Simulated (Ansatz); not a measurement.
# SiBrCl3 (bromotrichlorosilane): levels of theory compared

We compute a comparison of 6 runs (HF/STO-3G, B2PLYP/cc-pVDZ, wB97M-V/cc-pVDZ, B3LYP/6-31G*, RPA@PBE0/cc-pVDZ) of SiBrCl3 (bromotrichlorosilane). 

The results are computed with Ansatz 0.2.0.

55 further runs of the same task are left out: 12 that didn't finish, 43 set aside as unsound or not needed.

**1. Starting point**

SiBrCl3 has 5 atoms, charge 0, and is taken as a singlet. As SMILES, `Cl[Si](Cl)(Cl)Br`. The Si2–Cl3 distance was set to 4.451 Å, away from the relaxed value. At this shape a bond of the SMILES string is far longer than usual.

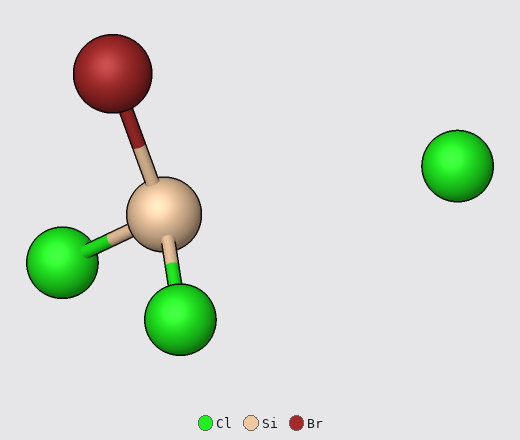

The structure, seen from a chosen angle (chlorine green, silicon light orange, bromine red).

**2. A single-point energy at HF/STO-3G (run 1)**

File in.yaml:

```yaml
crystal:
  periodic: [false, false, false]
  atoms:
    - {symbol: Cl, position_ang: [-2.877418, 1.121018, 1.888800]}
    - {symbol: Si, position_ang: [-2.021118, 1.296118, 0.064000]}
    - {symbol: Cl, position_ang: [1.690500, -1.158200, -0.059200]}
    - {symbol: Cl, position_ang: [-3.310218, 0.629018, -1.345600]}
    - {symbol: Br, position_ang: [-1.530118, 3.393118, -0.320700]}
basis:
  gaussian: {orbitals: STO-3G}
hamiltonian: {xc: hf}
accuracy: high
output: {orbitals: {seedname: orbitals}}
```

The run is started by

```sh
$ ansatz run in.yaml --threads 1 --pin off --max-ram 3480MiB --events-out events.jsonl --progress --plain --runs-dir runs
```

The program printed:

```text
Warning: RAYON_NUM_THREADS=1 ignored (pool sized by the plan → 1); use --threads N
Functional definition: HF
  name "HF"
  exchange = exact_x
  correlation = 0
900 factors; integrals over basis functions are off by at most 1.7e-8 eV
mean field evaluation 1: about -114115.5170 eV, gradient 3.3e1 eV
mean field evaluation 2: about -114115.5599 eV, gradient 3.3e1 eV
mean field evaluation 4: about -114120.7445 eV, gradient 1.0e1 eV
mean field evaluation 8: about -114121.1318 eV, gradient 4.6e0 eV
mean field evaluation 16: about -114122.8706 eV, gradient 3.2e-1 eV
mean field evaluation 32: about -114122.8082 eV, gradient 3.5e-1 eV
mean field -114122.87193941 eV, -4193.9381885123 hartree, gradient 1.7e-8 eV, S^2 0.000000; 1 other end points of the search recorded, 0 dependent functions left out
reference -114122.87193941 eV, -4193.9381885123 hartree; 50, 50 occupied and 4, 4 virtual orbitals, 900 factors
Total energy: -114122.87193941 eV, -4193.9381885123 hartree
```

Wall time 1.8 s (1 thread of Arm Neoverse V2, shared host); peak memory 0.15 GiB.

**3. A single-point energy at B2PLYP/cc-pVDZ (run 2)**

File run.yaml:

```yaml
crystal:
  periodic: [false, false, false]
  atoms:
    - symbol: Cl
      position_ang: [-2.877418, 1.121018, 1.888800]
    - symbol: Si
      position_ang: [-2.021118, 1.296118, 0.064000]
    - symbol: Cl
      position_ang: [1.690500, -1.158200, -0.059200]
    - symbol: Cl
      position_ang: [-3.310218, 0.629018, -1.345600]
    - symbol: Br
      position_ang: [-1.530118, 3.393118, -0.320700]
basis:
  gaussian:
    orbitals: cc-pVDZ
magnetization:
  spin_polarized: false
  initial_magnetization: 0
hamiltonian:
  xc: {name: B2PLYP}
correlation:
  frozen_orbitals: {Br: 9, Cl: 5, Si: 5}
accuracy: high
output:
  orbitals: {seedname: orbitals}
```

The run is started by

```sh
$ ansatz run run.yaml --threads 1 --pin off --max-ram 3480MiB --events-out events.jsonl --progress --plain --runs-dir runs
```

The program printed, shortened:

```text
Warning: RAYON_NUM_THREADS=1 ignored (pool sized by the plan → 1); use --threads N
Functional definition: B2PLYP
  name "B2PLYP"
[...]
2069 factors; integrals over basis functions are off by at most 4.6e-9 eV
[...]
mean field -115458.87413961 eV, -4243.0353637949 hartree, gradient 6.2e-8 eV, S^2 0.000000; 4 other end points of the search recorded, 0 dependent functions left out; unrestricted orbitals would lower it
29 core orbitals not correlated: weight in the atoms' cores, before any rotation towards them, 1.000 or more for the frozen orbitals, at most 0.000 for the correlated occupied ones
reference -115458.87416978 eV, -4243.0353649035 hartree; 21, 21 occupied and 49, 49 virtual orbitals, 2069 factors
second order -23.07922364 eV of doubles, -0.00000000 eV of singles
Total energy: -115465.10556016 eV, -4243.2643642763 hartree
```

Run time: 34 s. Hardware: 1 thread of Arm Neoverse V2, shared host; peak memory 0.66 GiB.

Runs 3 to 4 aren't shown in full; the table further down has their settings and results.

**4. A single-point energy at B3LYP/6-31G(d) (Cartesian functions) (run 5)**

File job.yaml:

```yaml
crystal:
  periodic: [false, false, false]
  atoms:
    - symbol: Cl
      position_ang: [-2.877418, 1.121018, 1.888800]
    - symbol: Si
      position_ang: [-2.021118, 1.296118, 0.064000]
    - symbol: Cl
      position_ang: [1.690500, -1.158200, -0.059200]
    - symbol: Cl
      position_ang: [-3.310218, 0.629018, -1.345600]
    - symbol: Br
      position_ang: [-1.530118, 3.393118, -0.320700]
basis:
  gaussian:
    orbitals: "6-31G*"
output:
  orbitals: {seedname: orbitals}
accuracy: high
hamiltonian:
  xc: {name: B3LYP}
```

The run is started by

```sh
$ ansatz run job.yaml --threads 1 --pin off --max-ram 3480MiB --events-out events.jsonl --progress --plain --runs-dir runs
```

The program printed:

```text
Warning: RAYON_NUM_THREADS=1 ignored (pool sized by the plan → 1); use --threads N
Functional definition: B3LYP
  name "B3LYP"
  parameter a0 = 0.2
  parameter ax = 0.72
  parameter ac = 0.81
  exchange = (1 - a0 - ax)*slater_x + ax*b88_x + a0*exact_x
  correlation = (1 - ac)*vwn_rpa_c + ac*lyp_c
2014 factors; integrals over basis functions are off by at most 4.2e-9 eV
mean field evaluation 1: about -115479.7438 eV, gradient 3.0e1 eV
mean field evaluation 2: about -115250.8942 eV, gradient 1.3e2 eV
mean field evaluation 4: about -115469.5114 eV, gradient 3.9e1 eV
mean field evaluation 8: about -115484.4391 eV, gradient 6.7e0 eV
mean field evaluation 16: about -115484.7098 eV, gradient 2.6e-2 eV
mean field evaluation 32: about -115484.7098 eV, gradient 7.7e-7 eV
mean field -115484.70977398 eV, -4243.9848058462 hartree, gradient 5.1e-8 eV, S^2 0.000000; 2 other end points of the search recorded, 0 dependent functions left out
reference -115484.70982046 eV, -4243.9848075541 hartree; 50, 50 occupied and 61, 61 virtual orbitals, 2014 factors
Total energy: -115484.70982046 eV, -4243.9848075541 hartree
```

Wall time 21 s (1 thread of Arm Neoverse V2, shared host); peak memory 0.46 GiB.

**5. The energy at RPA@PBE0/cc-pVDZ (run 6)**

Changes to in.yaml since step 2:

```diff
@@ -9,5 +9,9 @@
 basis:
-  gaussian: {orbitals: STO-3G}
-hamiltonian: {xc: hf}
+  gaussian:
+    orbitals: cc-pVDZ
+hamiltonian:
+  xc: pbe0
+correlation:
+  method: rpa
+  frozen_orbitals: {Br: 9, Cl: 5, Si: 5}
 accuracy: high
-output: {orbitals: {seedname: orbitals}}
```

The run is started by

```sh
$ ansatz run in.yaml --threads 1 --pin off --max-ram 3480MiB --events-out events.jsonl --progress --plain --runs-dir runs
```

The program printed, shortened:

```text
Warning: RAYON_NUM_THREADS=1 ignored (pool sized by the plan → 1); use --threads N
Functional definition: PBE0
  name "PBE0"
[...]
2069 factors; integrals over basis functions are off by at most 4.6e-9 eV
[...]
mean field -115468.19067716 eV, -4243.3777402350 hartree, gradient 8.9e-8 eV, S^2 0.000000; 2 other end points of the search recorded, 0 dependent functions left out; unrestricted orbitals would lower it
[...]
unrestricted determinant -115373.75797649 eV, -4239.9074024941 hartree, S^2 1.0106
29 core orbitals not correlated: weight in the atoms' cores, before any rotation towards them, 1.000 or more for the frozen orbitals, at most 0.000 for the correlated occupied ones
reference -115370.11334732 eV, -4239.7734648424 hartree; 21, 21 occupied and 49, 49 virtual orbitals, 2069 factors
Total energy: -115395.54729259 eV, -4240.7081450913 hartree
```

It took 53 s on 1 thread of Arm Neoverse V2, shared host; peak memory 0.82 GiB.

**6. The series**

| run | level | frozen core orbitals | Cartesian functions | energy (Eh) | HOMO energy (eV) | LUMO energy (eV) | HOMO–LUMO gap (eV) | wall time |
| --- | --- | --- | --- | --- | --- | --- | --- | --- |
| 1 | HF/STO-3G | – | no | -4193.938189 | -5.76 | -2.16 | 3.60 | 1.8 s |
| 2 | B2PLYP/cc-pVDZ | 29 | no | -4243.264364 | -7.57 | -5.13 | 2.44 | 34 s |
| 3 | wB97M-V/cc-pVDZ | – | no | -4244.005662 | -8.52 | -4.44 | 4.08 | 2.7 min |
| 4 | B3LYP/6-31G* (spherical functions) | – | no | -4243.964667 | -7.08 | -6.11 | 0.97 | 19 s |
| 5 | B3LYP/6-31G* (Cartesian functions) | – | yes | -4243.984808 | -7.08 | -6.11 | 0.97 | 21 s |
| 6 | RPA@PBE0/cc-pVDZ | 29 | no | -4240.708145 | – | – | – | 53 s |

**7. Outcome**

| quantity | value |
| --- | --- |
| run 6: total energy | -4240.70815 Eh |
| run 6: RPA correlation energy (valence) | -934.7 mEh |

What this shows: Over runs 1, 2, 3, 4, 5 the HOMO–LUMO gap runs from 0.97 eV (B3LYP/6-31G*) to 4.08 eV (wB97M-V/cc-pVDZ). The two ends differ in method and basis. Totals of different functionals can't be ranked against each other. In runs 2, 6 the log says that unrestricted orbitals would lower the reference, so the values rest on an unstable closed-shell determinant (other closed-shell runs at this shape may share the fault). In run 1 the basis is minimal, so the values are rough. In runs 1, 2, 3, 4, 5, 6 a closed-shell determinant meets a far-stretched bond, which it describes badly. All runs together took 4.8 min, the longest 2.7 min.
